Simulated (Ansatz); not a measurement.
# BGeH₄ (doublet): correlated methods under varied settings at distance Ge1–B2 = 1.616 Å

What do other methods and options give for BGeH₄ (doublet) at this geometry, and how long do they take?

Program: Ansatz 0.2.0, Gaussian basis. Level of theory: the settings change from run to run. These are calculated values, not measurements.

19 further runs of the same task are left out: 1 for a mislabelled method, 15 that didn't finish, 3 set aside as unsound or not needed.

## 1. The system

The geometry derives from a PBE0/def2-TZVP stationary point (not a proven minimum). One bond is set to the value named and the two fragments are kept rigid. No spin-orbit coupling is included. The filled d shell of Ge may be among the frozen orbitals whatever the setting's name suggests; the logs give the count.

6 atoms, charge 0, spin multiplicity 2.

Atoms are counted from 1 here; the program's logs count them from 0.

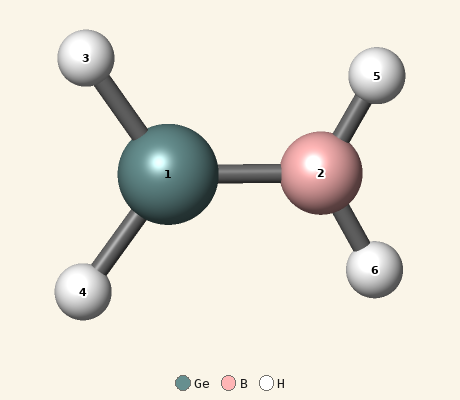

The geometry (germanium teal, boron pink, hydrogen white); atoms are numbered from 1 in the order of the file.

## 2. BCCD on ROHF/6-31G

in.yaml

```yaml
crystal:
  periodic: [false, false, false]
  atoms:
    - {symbol: Ge, position_ang: [0.000000, 0.000000, 0.229907]}
    - {symbol: B, position_ang: [0.000000, 0.000000, -1.386093]}
    - {symbol: H, position_ang: [0.000000, 1.255258, 1.114554]}
    - {symbol: H, position_ang: [0.000000, -1.255258, 1.114554]}
    - {symbol: H, position_ang: [0.000000, 1.042369, -1.965502]}
    - {symbol: H, position_ang: [0.000000, -1.042369, -1.965502]}
basis:
  gaussian: {orbitals: 6-31G, point_charges: [{charge: -1.00, position_ang: [3.188, -0.302, -0.869]}]}
magnetization: {spin_polarized: false, initial_magnetization: 1}
correlation: {method: bccd, electrons: outside_noble_gas, diis_vectors: 4}
scf: {omitted_lower_state_checks: [cluster_reference]}
```

Started as:

```console
$ ansatz run in.yaml --threads 1 --pin off --events-out ev --progress --plain --max-ram 2393MiB
```

Log:

```text
Functional definition: HF
  name "HF"
  cite "Fock, Z. Phys. 61, 126 (1930) doi:10.1007/BF01340294"
  parent pbe
  exchange = exact_x
  correlation = 0
these checks for a lower state are left out or cut short: cluster_reference
504 factors; integrals over basis functions are off by at most 4.1e-4 eV
mean field evaluation 1: about -57194.8054 eV, gradient 1.3e1 eV
mean field evaluation 2: about -57194.8066 eV, gradient 1.3e1 eV
mean field evaluation 4: about -57195.5341 eV, gradient 1.9e0 eV
mean field evaluation 8: about -57195.5499 eV, gradient 9.4e-4 eV
mean field -57195.54992899 eV, -2101.8976913542 hartree, gradient 2.0e-6 eV, S^2 0.750000; 0 other end points of the search recorded, 0 dependent functions left out
15 core orbitals not correlated: weight in the atoms' cores, before any rotation towards them, 0.995 or more for the frozen orbitals, at most 0.002 for the correlated occupied ones
reference -57195.54992899 eV, -2101.8976913542 hartree; 6, 5 occupied and 25, 26 virtual orbitals, 504 factors
second order -2.73025281 eV of doubles, -0.02371934 eV of singles
cycle   1  -3.29756578 eV  change   -5.4e-1 eV  update   5.8e-2
cycle   2  -3.51789332 eV  change   -2.2e-1 eV  update   2.3e-2
cycle   3  -3.52620293 eV  change   -8.3e-3 eV  update   5.9e-3
cycle   4  -3.52541294 eV  change    7.9e-4 eV  update   2.3e-3
cycle   5  -3.52506386 eV  change    3.5e-4 eV  update   1.1e-3
cycle   6  -3.52500437 eV  change    5.9e-5 eV  update   4.1e-4
cycle   7  -3.52508249 eV  change   -7.8e-5 eV  update   2.4e-4
cycle   8  -3.52504988 eV  change    3.3e-5 eV  update   1.1e-4
cycle   9  -3.52502192 eV  change    2.8e-5 eV  update   5.0e-5
cycle  10  -3.52499077 eV  change    3.1e-5 eV  update   1.9e-5
cycle  11  -3.52498533 eV  change    5.4e-6 eV  update   6.7e-6
Total energy: -57199.07491432 eV, -2102.0272321758 hartree
Checks for a lower state left out: cluster_reference
```

It took 1.1 s on 1 thread of Arm Neoverse V1, shared host.

From the report: correlation -3.5250 eV; largest double amplitude 0.03.

## 3. BCCD on ROHF/cc-pVDZ

Edit in.yaml of step 2 so:

```diff
@@ -10,5 +10,5 @@
 basis:
-  gaussian: {orbitals: 6-31G, point_charges: [{charge: -1.00, position_ang: [3.188, -0.302, -0.869]}]}
+  gaussian: {orbitals: cc-pVDZ}
 magnetization: {spin_polarized: false, initial_magnetization: 1}
 correlation: {method: bccd, electrons: outside_noble_gas, diis_vectors: 4}
-scf: {omitted_lower_state_checks: [cluster_reference]}
+output: {forces: true}
```

Launched as before.

Log (excerpt; [...] marks lines left out):

```text
Functional definition: HF
  name "HF"
  cite "Fock, Z. Phys. 61, 126 (1930) doi:10.1007/BF01340294"
  parent pbe
[...]
630 factors; integrals over basis functions are off by at most 1.0e-3 eV
[...]
mean field -57203.96950085 eV, -2102.2071049131 hartree, gradient 2.9e-6 eV, S^2 0.750000; 1 other end points of the search recorded, 0 dependent functions left out
[...]
determinant -57203.96950085 eV, -2102.2071049131 hartree, with singles and doubles -57209.71260953 eV, -2102.4181602641 hartree
determinant -57200.47061360 eV, -2102.0785231781 hartree, with singles and doubles -57206.83438405 eV, -2102.3123874287 hartree
15 core orbitals not correlated: weight in the atoms' cores, before any rotation towards them, 0.998 or more for the frozen orbitals, at most 0.001 for the correlated occupied ones
reference -57203.96950085 eV, -2102.2071049131 hartree; 6, 5 occupied and 40, 41 virtual orbitals, 630 factors
second order -4.69111548 eV of doubles, -0.03878989 eV of singles
cycle   1  -5.74107040 eV  change    2.0e-3 eV  update   2.0e-3
[...]
cycle   9  -5.74037118 eV  change    4.3e-8 eV  update   6.5e-7
[...]
Total energy: -57209.70987203 eV, -2102.4180596631 hartree
Atom 0 at     0.000000     0.000000     0.229907 Å, force     0.000000    -0.000000    13.847881 eV/Å
Atom 1 at     0.000000     0.000000    -1.386093 Å, force    -0.000000     0.000000   -13.421170 eV/Å
Atom 2 at     0.000000     1.255258     1.114554 Å, force    -0.000000     0.093920     0.288032 eV/Å
Atom 3 at     0.000000    -1.255258     1.114554 Å, force    -0.000000    -0.093920     0.288032 eV/Å
Atom 4 at     0.000000     1.042369    -1.965502 Å, force    -0.000000     0.149168    -0.501387 eV/Å
Atom 5 at     0.000000    -1.042369    -1.965502 Å, force     0.000000    -0.149168    -0.501387 eV/Å
Dipole moment:    -0.000000     0.000000     0.233362 e Å
```

Run time: 9.5 s. Hardware: 1 thread of Arm Neoverse V1, shared host.

From the report: correlation -5.7404 eV; largest double amplitude 0.03.

## 4. CCSDT(Q)/B/6-31G

Edit in.yaml of step 3 so:

```diff
@@ -10,5 +10,5 @@
 basis:
-  gaussian: {orbitals: cc-pVDZ}
+  gaussian: {orbitals: 6-31G}
 magnetization: {spin_polarized: false, initial_magnetization: 1}
-correlation: {method: bccd, electrons: outside_noble_gas, diis_vectors: 4}
-output: {forces: true}
+hamiltonian: {xc: {name: r2SCAN}, pseudopotentials: {relativity: scalar}}
+correlation: {method: ccsdt_q_b, electrons: outside_noble_gas}
```

Launched as before.

Log (excerpt; [...] marks lines left out):

```text
Functional definition: r2SCAN
  name "r2SCAN"
  cite "Furness, Kaplan, Ning, Perdew & Sun, J. Phys. Chem. Lett. 11, 8208 (2020) doi:10.1021/acs.jpclett.0c02405"
  cite "Furness, Kaplan, Ning, Perdew & Sun, J. Phys. Chem. Lett. 11, 9248 (2020) doi:10.1021/acs.jpclett.0c03077"
  parent r2scan
[...]
882 factors; integrals over basis functions are off by at most 2.1e-7 eV
[...]
mean field -57717.73366237 eV, -2121.0875896070 hartree, gradient 1.2e-6 eV, S^2 0.750000; 0 other end points of the search recorded, 0 dependent functions left out
15 core orbitals not correlated: weight in the atoms' cores, before any rotation towards them, 0.993 or more for the frozen orbitals, at most 0.002 for the correlated occupied ones
reference -57667.79008092 eV, -2119.2521968417 hartree; 6, 5 occupied and 25, 26 virtual orbitals, 882 factors
second order -2.86006206 eV of doubles, -0.19104170 eV of singles
cycle   1  -3.53435484 eV  change   -4.9e-1 eV  update   5.9e-2
[...]
cycle  13  -3.83586441 eV  change   -1.2e-6 eV  update   5.9e-7
perturbative correction -0.00209947 eV, -0.0000771539 hartree
Total energy: -57671.62804480 eV, -2119.3932394128 hartree
Relativity: scalar
```

It took 15 s on 1 thread of Arm Neoverse V1, shared host.

From the report: correlation -3.8380 eV; T1 0.018; largest double amplitude 0.04. The orbitals are Kohn-Sham ones, so correlation energy and T1 don't compare with those on Hartree-Fock orbitals.

## 5. CCSDT(Q) on ROHF/STO-3G

Edit in.yaml of step 4 so:

```diff
@@ -10,5 +10,5 @@
 basis:
-  gaussian: {orbitals: 6-31G}
+  gaussian: {orbitals: STO-3G}
 magnetization: {spin_polarized: false, initial_magnetization: 1}
-hamiltonian: {xc: {name: r2SCAN}, pseudopotentials: {relativity: scalar}}
-correlation: {method: ccsdt_q_b, electrons: outside_noble_gas}
+correlation: {method: ccsdt_q, electrons: valence}
+scf: {lower_state_search: full}
```

The command is unchanged.

Log (excerpt; [...] marks lines left out):

```text
Functional definition: HF
  name "HF"
  cite "Fock, Z. Phys. 61, 126 (1930) doi:10.1007/BF01340294"
  parent pbe
[...]
394 factors; integrals over basis functions are off by at most 3.3e-8 eV
[...]
mean field -56555.13360332 eV, -2078.3628254755 hartree, gradient 1.4e-6 eV, S^2 0.750000; 5 other end points of the search recorded, 0 dependent functions left out
10 core orbitals not correlated: weight in the atoms' cores, before any rotation towards them, 1.000 or more for the frozen orbitals, at most 0.000 for the correlated occupied ones
reference -56555.13360332 eV, -2078.3628254755 hartree; 11, 10 occupied and 6, 7 virtual orbitals, 394 factors
second order -1.94307096 eV of doubles, -0.02138264 eV of singles
cycle   1  -2.45222254 eV  change   -4.9e-1 eV  update   6.4e-2
[...]
cycle  14  -2.78549433 eV  change    1.3e-6 eV  update   2.2e-6
perturbative correction -0.00136070 eV, -0.0000500046 hartree
Total energy: -56557.92045834 eV, -2078.4652405087 hartree
```

Run time: 12 s. Hardware: 1 thread of Arm Neoverse V1, shared host; peak memory 0.43 GiB.

From the report: correlation -2.7869 eV; T1 0.009; largest double amplitude 0.05.

## 6. CCSDTQ on ROHF/STO-3G

Edit in.yaml of step 5 so:

```diff
@@ -12,3 +12,2 @@
 magnetization: {spin_polarized: false, initial_magnetization: 1}
-correlation: {method: ccsdt_q, electrons: valence}
-scf: {lower_state_search: full}
+correlation: {method: ccsdtq, electrons: outside_noble_gas}
```

Same command.

Log (excerpt; [...] marks lines left out):

```text
Functional definition: HF
  name "HF"
  cite "Fock, Z. Phys. 61, 126 (1930) doi:10.1007/BF01340294"
  parent pbe
[...]
394 factors; integrals over basis functions are off by at most 3.3e-8 eV
[...]
mean field -56555.13360332 eV, -2078.3628254755 hartree, gradient 1.4e-6 eV, S^2 0.750000; 0 other end points of the search recorded, 0 dependent functions left out
15 core orbitals not correlated, not the lowest: weight in the atoms' cores, before any rotation towards them, 0.667 or more for the frozen orbitals, at most 0.303 for the correlated occupied ones
reference -56555.13360332 eV, -2078.3628254755 hartree; 6, 5 occupied and 6, 7 virtual orbitals, 394 factors
second order -1.74673806 eV of doubles, -0.01889971 eV of singles
cycle   1  -2.26230327 eV  change   -5.0e-1 eV  update   5.8e-2
[...]
cycle  12  -2.56172591 eV  change   -3.0e-7 eV  update   8.4e-7
Total energy: -56557.69532922 eV, -2078.4569671661 hartree
```

Run time: 27 s. Hardware: 1 thread of Arm Neoverse V1, shared host; peak memory 0.43 GiB.

From the report: correlation -2.5617 eV; T1 0.010; largest double amplitude 0.05.

## 7. All runs side by side

Where basis and cores are those of an earlier UCCSDT(Q)/cc-pVDZ run (-57209.8779 eV), and the state is the same kind, the miss against it is given.

```csv
level,correlated,functions,energy (eV),from UCCSDT(Q) (meV),time
BCCD on ROHF/6-31G (beside a point charge),outside noble gas,46,-57199.0749,,1.1 s
BCCD on ROHF/cc-pVDZ,outside noble gas,61,-57209.7099,168.0,9.5 s
"CCSDT(Q)/B/6-31G (on r2SCAN orbitals, relativity set)",outside noble gas,46,-57671.6280,,15 s
CCSDT(Q) on ROHF/STO-3G,valence,27,-56557.9205,,12 s
CCSDTQ on ROHF/STO-3G,outside noble gas,27,-56557.6953,,27 s
```

## 8. Outcome

| quantity | value |
| --- | --- |
| runs | 5 |
| quickest | BCCD on ROHF/6-31G (beside a point charge), 1.1 s |
| slowest | CCSDTQ on ROHF/STO-3G, 27 s |

Total energies in different bases, with other cores or another treatment of relativity can't be set against each other. CCSDTQ on ROHF/STO-3G took 23 times as long as BCCD on ROHF/6-31G (beside a point charge); the jobs differ in more than the method.
